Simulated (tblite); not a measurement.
Geometry relaxation, with input and output: C6H11AlClN (part 3 of 3)

The same run, continued: C6H11AlClN; GFN2-xTB geometry optimisation, gas phase (tblite 0.8.0). It belongs to a series of runs on one base structure; here: H on Al replaced by isopropenyl.

Geometry of the input (Å):
```
C  -2.4612  -0.5316  1.3532
C  -1.6945  -0.3013  0.2786
C  -2.0125  -1.0598  -0.9494
Al -0.2207  0.9647  0.4519
C  -0.2392  2.4037  -0.8976
Cl -0.2941  1.8736  2.4907
N  1.3827  0.0019  0.3142
C  2.3995  -0.5859  0.2178
C  3.6702  -1.3198  0.0949
H  -3.3159  -1.2351  1.3071
H  -2.2753  -0.0051  2.2952
H  -1.2916  -1.9006  -1.1150
H  -2.0410  -0.4008  -1.8223
H  -3.0374  -1.4810  -0.8388
H  0.0270  1.9786  -1.8801
H  0.5746  3.1294  -0.6275
H  -1.2131  2.9021  -0.9041
H  4.5151  -0.6989  0.4855
H  3.6587  -2.2460  0.7122
H  3.8635  -1.4775  -0.9697
```

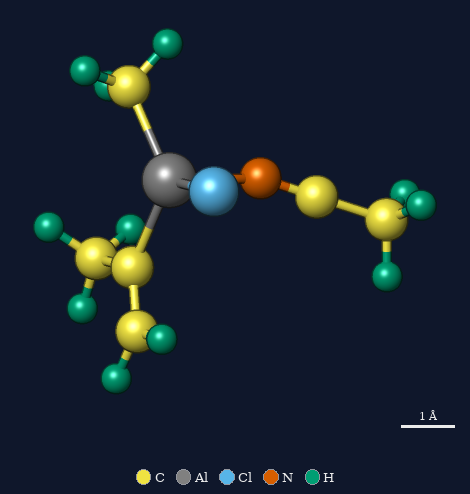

**Figure 1.** The geometry at step 193 of the log (ball-and-stick view, seen at a tilt).

Trajectory as extended XYZ, continued:
```
20
Properties=species:S:1:pos:R:3:forces:R:3 step=164 energy=-734.53076
C    -1.9751   -0.9871    1.4475    0.0160  -0.0030  -0.0270
C    -1.5862   -0.3557    0.3395   -0.0120  -0.0040   0.0070
C    -2.0928   -0.8325   -0.9971   -0.0050   0.0010  -0.0110
Al   -0.3369    1.2165    0.3633    0.0110   0.0040   0.0060
C    -0.2800    2.5339   -1.1362    0.0150   0.0070   0.0220
Cl    0.2779    1.8696    2.2153    0.0080  -0.0120  -0.0060
N     1.3049    0.0857   -0.1351   -0.0370   0.0280   0.0140
C     2.2029   -0.5645    0.1568    0.0480  -0.0300  -0.0020
C     3.3294   -1.3672    0.4989    0.0020  -0.0020  -0.0150
H    -2.6479   -1.8387    1.4344    0.0010  -0.0050   0.0260
H    -1.6379   -0.6712    2.4242   -0.0030   0.0160   0.0040
H    -1.2622   -0.9384   -1.6955   -0.0100   0.0020   0.0010
H    -2.7749   -0.0925   -1.4148    0.0130   0.0230  -0.0050
H    -2.6216   -1.7833   -0.9202    0.0100  -0.0160  -0.0080
H    -0.7324    2.1631   -2.0579    0.0000  -0.0020  -0.0160
H     0.7545    2.8027   -1.3847   -0.0230   0.0030  -0.0090
H    -0.7808    3.4804   -0.9057   -0.0070  -0.0220  -0.0010
H     3.9809   -0.7985    1.1633   -0.0200  -0.0270   0.0060
H     2.9930   -2.2735    1.0034    0.0030   0.0320   0.0060
H     3.8801   -1.6381   -0.4024   -0.0090   0.0050   0.0070
20
Properties=species:S:1:pos:R:3:forces:R:3 step=174 energy=-734.53376
C    -1.9084   -1.0118    1.4419    0.0010   0.0170  -0.0290
C    -1.5588   -0.3430    0.3427   -0.0160  -0.0220   0.0160
C    -2.0843   -0.7871   -0.9977    0.0000  -0.0060  -0.0120
Al   -0.3343    1.2484    0.3835    0.0100   0.0040   0.0070
C    -0.3134    2.5151   -1.1576   -0.0010   0.0220   0.0220
Cl    0.2456    1.9245    2.2382   -0.0030  -0.0070  -0.0230
N     1.3373    0.1527   -0.0580   -0.0040   0.0010  -0.0050
C     2.2113   -0.5433    0.1995    0.0150  -0.0080  -0.0030
C     3.3065   -1.4026    0.5020    0.0080   0.0020   0.0020
H    -2.5663   -1.8751    1.4285    0.0030   0.0010   0.0070
H    -1.5554   -0.7075    2.4168    0.0040  -0.0020   0.0130
H    -1.2598   -0.8947   -1.7034   -0.0050  -0.0060   0.0060
H    -2.7511   -0.0234   -1.3984    0.0050  -0.0070   0.0100
H    -2.6294   -1.7308   -0.9371    0.0110   0.0150  -0.0010
H    -0.6979    2.0619   -2.0739    0.0010   0.0000  -0.0130
H     0.6987    2.8676   -1.3882   -0.0020   0.0040   0.0000
H    -0.9079    3.4195   -0.9909   -0.0040  -0.0070  -0.0010
H     3.9822   -0.8908    1.1874   -0.0020   0.0000   0.0080
H     2.9369   -2.3129    0.9738   -0.0070   0.0050  -0.0090
H     3.8432   -1.6561   -0.4124   -0.0120  -0.0060   0.0070
20
Properties=species:S:1:pos:R:3:forces:R:3 step=183 energy=-734.53428
C    -1.9059   -1.0129    1.4450    0.0020   0.0020  -0.0060
C    -1.5511   -0.3454    0.3473   -0.0040  -0.0140  -0.0010
C    -2.0778   -0.7828   -0.9946   -0.0010  -0.0070  -0.0140
Al   -0.3288    1.2473    0.3801    0.0020   0.0220   0.0110
C    -0.3209    2.5144   -1.1612   -0.0010   0.0160   0.0120
Cl    0.2396    1.9326    2.2335    0.0090   0.0000  -0.0040
N     1.3497    0.1636   -0.0545    0.0130   0.0000  -0.0050
C     2.2213   -0.5362    0.2012   -0.0230  -0.0010  -0.0120
C     3.3057   -1.4095    0.5008    0.0000  -0.0040  -0.0030
H    -2.5695   -1.8716    1.4305   -0.0010  -0.0050   0.0000
H    -1.5500   -0.7155    2.4209    0.0040   0.0090   0.0090
H    -1.2516   -0.8980   -1.6969   -0.0070  -0.0010  -0.0040
H    -2.7350   -0.0104   -1.3948    0.0060  -0.0170   0.0010
H    -2.6319   -1.7213   -0.9384    0.0030   0.0140   0.0050
H    -0.6793    2.0508   -2.0833    0.0030   0.0080  -0.0070
H     0.6812    2.9015   -1.3790    0.0060  -0.0080   0.0020
H    -0.9456    3.3995   -1.0008   -0.0140  -0.0090  -0.0010
H     3.9855   -0.9120    1.1922    0.0050  -0.0020   0.0020
H     2.9205   -2.3176    0.9639   -0.0030  -0.0060   0.0060
H     3.8388   -1.6660   -0.4147    0.0040   0.0030   0.0080
20
Properties=species:S:1:pos:R:3:forces:R:3 step=193 energy=-734.53568
C    -1.9351   -0.9866    1.4544    0.0010   0.0120  -0.0130
C    -1.5426   -0.3470    0.3524   -0.0130  -0.0170   0.0260
C    -2.0472   -0.7948   -0.9950   -0.0070  -0.0120  -0.0050
Al   -0.3120    1.2393    0.3815    0.0090   0.0270  -0.0090
C    -0.3404    2.5226   -1.1472    0.0040   0.0100   0.0120
Cl    0.3042    1.9144    2.2241   -0.0040  -0.0080  -0.0080
N     1.3551    0.1506   -0.0978    0.0160  -0.0090   0.0100
C     2.2231   -0.5483    0.1732   -0.0150   0.0000  -0.0070
C     3.3043   -1.4192    0.4923    0.0030  -0.0110  -0.0030
H    -2.6138   -1.8337    1.4440    0.0010  -0.0030  -0.0200
H    -1.5981   -0.6764    2.4336    0.0160   0.0100  -0.0110
H    -1.2084   -0.9450   -1.6756   -0.0060  -0.0010   0.0070
H    -2.6727   -0.0125   -1.4248    0.0050  -0.0030   0.0020
H    -2.6300   -1.7155   -0.9374    0.0100   0.0020   0.0120
H    -0.6382    2.0479   -2.0853    0.0050   0.0020  -0.0010
H     0.6373    2.9835   -1.3302   -0.0080  -0.0090   0.0070
H    -1.0335    3.3570   -0.9958   -0.0010  -0.0060   0.0000
H     3.9786   -0.9173    1.1859   -0.0090   0.0080   0.0060
H     2.9161   -2.3247    0.9587   -0.0120   0.0070   0.0040
H     3.8482   -1.6836   -0.4142    0.0040   0.0010  -0.0100
20
Properties=species:S:1:pos:R:3:forces:R:3 step=203 energy=-734.53758
C    -1.8117   -1.0148    1.4455   -0.0050   0.0160  -0.0060
C    -1.4810   -0.3386    0.3455    0.0000  -0.0070   0.0160
C    -2.0280   -0.7693   -0.9902   -0.0030  -0.0160   0.0050
Al   -0.2879    1.2767    0.3614    0.0010   0.0330  -0.0160
C    -0.3903    2.5508   -1.1696    0.0150  -0.0100   0.0070
Cl    0.3255    1.9714    2.1960    0.0050  -0.0060   0.0070
N     1.3988    0.2105   -0.1150   -0.0050  -0.0060   0.0090
C     2.2148   -0.5415    0.1758   -0.0160   0.0110   0.0020
C     3.2308   -1.4762    0.5263   -0.0050   0.0030   0.0030
H    -2.4685   -1.8794    1.4360    0.0060   0.0060   0.0100
H    -1.4459   -0.7154    2.4181    0.0050  -0.0150  -0.0180
H    -1.2126   -0.9108   -1.6997    0.0090   0.0050  -0.0020
H    -2.6691    0.0162   -1.3892    0.0040  -0.0030  -0.0010
H    -2.6043   -1.6925   -0.9219   -0.0130  -0.0170  -0.0020
H    -0.5797    2.0434   -2.1181    0.0030  -0.0110  -0.0170
H     0.5282    3.1319   -1.3074   -0.0020   0.0030   0.0070
H    -1.1924    3.2873   -1.0581   -0.0030   0.0170   0.0100
H     3.8878   -1.0282    1.2717    0.0020   0.0090   0.0010
H     2.7692   -2.3699    0.9474    0.0050   0.0070  -0.0250
H     3.8112   -1.7411   -0.3574   -0.0030  -0.0190   0.0130
20
Properties=species:S:1:pos:R:3:forces:R:3 step=212 energy=-734.53841
C    -1.7346   -1.0294    1.4365   -0.0010  -0.0010   0.0010
C    -1.4487   -0.3359    0.3351   -0.0110  -0.0080   0.0030
C    -2.0251   -0.7659   -0.9884   -0.0010  -0.0030  -0.0060
Al   -0.2788    1.2992    0.3437    0.0030  -0.0020  -0.0020
C    -0.4077    2.5738   -1.1834    0.0030  -0.0110   0.0100
Cl    0.3383    1.9860    2.1808   -0.0030   0.0020  -0.0010
N     1.4060    0.2314   -0.1283    0.0090   0.0010   0.0020
C     2.2005   -0.5378    0.1769   -0.0070   0.0020  -0.0070
C     3.1836   -1.4982    0.5508   -0.0030  -0.0030  -0.0020
H    -2.3760   -1.9053    1.4389    0.0050   0.0010   0.0000
H    -1.3421   -0.7362    2.4000    0.0030   0.0020   0.0040
H    -1.2266   -0.8878   -1.7202    0.0130  -0.0050  -0.0030
H    -2.6868    0.0133   -1.3649   -0.0120   0.0040  -0.0040
H    -2.5861   -1.6986   -0.9143    0.0000   0.0000   0.0070
H    -0.5596    2.0631   -2.1373   -0.0030  -0.0050  -0.0080
H     0.4840    3.1974   -1.3043    0.0200   0.0080   0.0050
H    -1.2438    3.2725   -1.0783   -0.0100   0.0130  -0.0010
H     3.8240   -1.0728    1.3234   -0.0020   0.0020   0.0000
H     2.6860   -2.3851    0.9432   -0.0030  -0.0030   0.0040
H     3.7885   -1.7730   -0.3129    0.0000   0.0070  -0.0040
20
Properties=species:S:1:pos:R:3:forces:R:3 step=222 energy=-734.53912
C    -1.6943   -1.0481    1.4276    0.0030  -0.0060  -0.0030
C    -1.4517   -0.3409    0.3244   -0.0060   0.0000   0.0020
C    -2.0496   -0.7755   -0.9879   -0.0010  -0.0010  -0.0060
Al   -0.2933    1.3036    0.3326    0.0010   0.0000  -0.0070
C    -0.3918    2.5860   -1.1897    0.0090   0.0010   0.0000
Cl    0.3083    1.9923    2.1740    0.0000   0.0020   0.0060
N     1.4006    0.2444   -0.1318   -0.0030   0.0050  -0.0010
C     2.1887   -0.5284    0.1802   -0.0070  -0.0010   0.0000
C     3.1643   -1.4921    0.5643    0.0050  -0.0010  -0.0040
H    -2.3152   -1.9384    1.4402   -0.0010   0.0020   0.0000
H    -1.2836   -0.7523    2.3828    0.0000   0.0030   0.0060
H    -1.2667   -0.8657   -1.7409    0.0070  -0.0020  -0.0030
H    -2.7465   -0.0153   -1.3399    0.0010   0.0010   0.0020
H    -2.5786   -1.7263   -0.9079   -0.0010  -0.0020   0.0050
H    -0.5791    2.0900   -2.1452   -0.0020  -0.0010  -0.0020
H     0.5339    3.1593   -1.3142   -0.0030  -0.0020   0.0010
H    -1.1861    3.3305   -1.0738   -0.0030   0.0050   0.0010
H     3.7965   -1.0682    1.3442    0.0050   0.0020   0.0040
H     2.6604   -2.3777    0.9514   -0.0040  -0.0030  -0.0030
H     3.7783   -1.7664   -0.2932    0.0000  -0.0020   0.0010
```

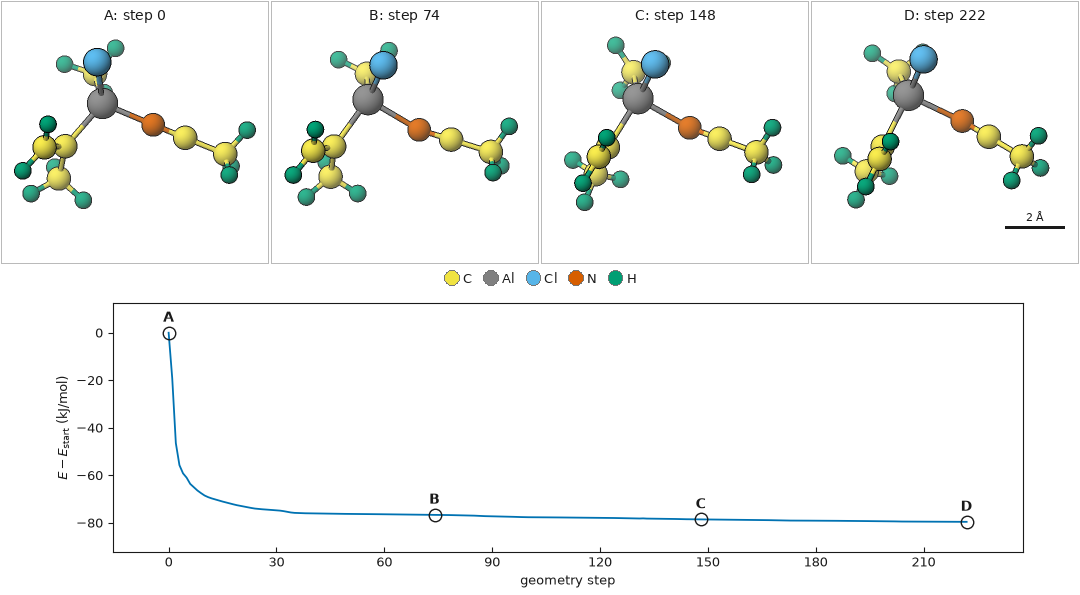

**Figure 2.** Frames of the relaxation (ball-and-stick view, seen at a tilt) above the curves, on which the letters mark them (steps are counted from 0).

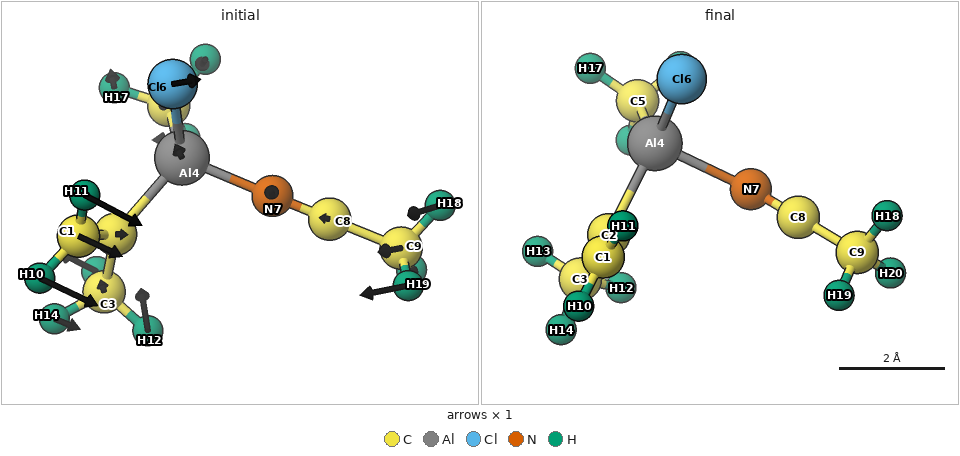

**Figure 3.** Before (left) and after (right) the relaxation, at one scale (ball-and-stick view, seen at a tilt). The black arrows give the displacements, at true length. Over 222 geometry steps the energy falls by 79.6 kJ/mol. Largest force component: 3.1 eV/Å at the start, 0.009 eV/Å at the end. The largest move after the best rigid fit is that of H11, 1.28 Å. By element the largest moves are H 1.28 Å, C 0.96 Å, Cl 0.66 Å, N 0.51 Å, Al 0.36 Å. Distances before and after: Al4–Cl6 2.233 → 2.056 Å, Al4–N7 1.875 → 2.051 Å, C2–Al4 1.951 → 2.012 Å, C8–C9 1.473 → 1.424 Å. Among the angles that change: Al4–N7–C8 178.9° → 148.6°, C2–Al4–N7 107.8° → 93.0°, Cl6–Al4–N7 107.7° → 97.7°. (Atoms are counted from 1 in the order of the input.)

Summary:

```csv
quantity,value
outcome,converged
total energy,−734.5391 eV
wall time,3.7 s
peak memory,0.18 GiB
```
